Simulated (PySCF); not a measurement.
**C4H5F: electronic excitations and core binding energies**

Wanted: the electronic excitations and core binding energies of C4H5F (`C=CC(=C)F`), by calculation.

The runs use PySCF 2.14.0, with density-fitted response routines of our own; the level of theory stands in each step. All values are computed, except where a source is named. Atoms are numbered from 0 throughout.

## 1. Starting geometry

10 atoms, charge 0, multiplicity 1; geometry from: GFN2-xTB.

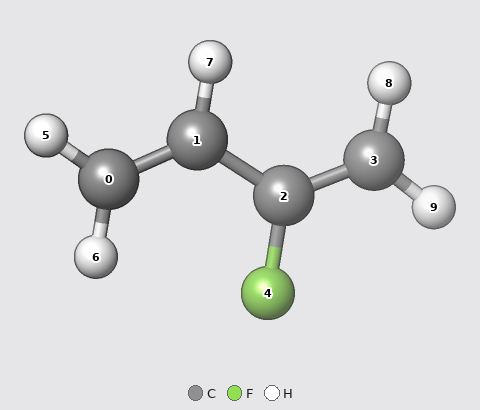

As it starts; carbon grey, fluorine green, hydrogen white, atoms numbered.

## 2. TDDFT and polarisability: wB97X-D/def2-SVPD

Job settings and geometry (Å):

```
{"job": {"kind": "uv", "xc": "wB97X-D", "basis": "def2-SVPD", "nstates": 8, "ntriplets": 3}, "charge": 0, "multiplicity": 1}
C     -0.883408    -0.428958    -1.550711
C     -0.119984    -0.577707    -0.474199
C      0.155117     0.485131     0.473828
C      0.908573     0.394078     1.563516
F     -0.432161     1.671268     0.186104
H     -1.064860    -1.240666    -2.233104
H     -1.350861     0.513984    -1.781341
H      0.349917    -1.522215    -0.241171
H      1.389386    -0.529345     1.823661
H      1.057162     1.239084     2.210890
```

Level: TDDFT wB97X-D/def2-SVPD, vertical, gas phase, core orbitals frozen in the response.

**Question.** This job is followed by: delta-SCF UKS SCAN, pcX-2 on the ionised atom, pcseg-1 elsewhere, spin-free X2C. Predict these results of the whole session: lowest singlet (wB97X-D/def2-SVPD); lowest triplet; C1s binding energies, SCAN/pcX-2 (standing for 2 of 4 atoms); F1s binding energies, SCAN/pcX-2.

As calculated:

| quantity | value |
| --- | --- |
| lowest singlet (wB97X-D/def2-SVPD) | 5.95 eV (209 nm), f = 0.670 |
| lowest triplet | 3.35 eV |
| C1s binding energies, SCAN/pcX-2 (standing for 2 of 4 atoms) | C0 290.28, C3 290.14 eV |
| F1s binding energies, SCAN/pcX-2 | F4 692.92 eV |

In words: The lowest singlet, at 5.95 eV, is HOMO→LUMO 0.98 and is bright. The lowest triplet lies 2.59 eV below the lowest singlet (triplets in Tamm-Dancoff, singlets in full TDDFT). The C1s levels kept as sound span 0.14 eV, from C3 (terminal =CH2 carbon) up to C0 (terminal =CH2 carbon). Only 2 of the 4 C atoms are covered by sound results.
